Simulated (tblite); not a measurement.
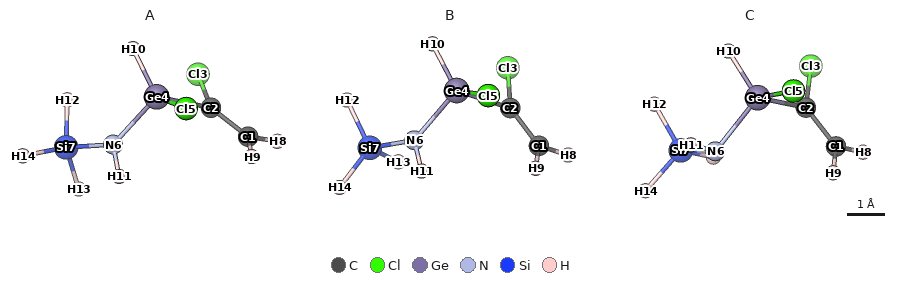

3 geometries from one relaxation of C2H7Cl2GeNSi (charge +1, multiplicity 2), in shuffled order. A ball-and-stick model, seen from a free direction.

Theory: GFN2-xTB geometry optimisation, gas phase in tblite. 

Order the frames from highest to lowest energy.

C, B, A. They are steps 0, 62, 151, at +21.3 kcal/mol, +0.67 kcal/mol relative to the last. After 151 geometry steps the energy has fallen by 21.3 kcal/mol. The largest moves after the best rigid fit, 1.35 Å, are those of H11 and H14. By element the largest moves are H 1.35 Å, Cl 0.52 Å, C 0.47 Å, N 0.44 Å, Si 0.42 Å, Ge 0.07 Å. Some distances before and after: C2–Ge4 1.925 → 2.081 Å, Ge4–Cl5 2.163 → 2.072 Å, C2–Cl3 1.747 → 1.680 Å, Ge4–N6 1.874 → 1.819 Å. Among the angles between lasting bonds that change: Ge4–N6–Si7 107.3° → 131.6°, Cl3–C2–Ge4 119.9° → 108.9°, C1–C2–Cl3 119.5° → 129.3°. Groups turn about C2–Ge4 by about 30°.
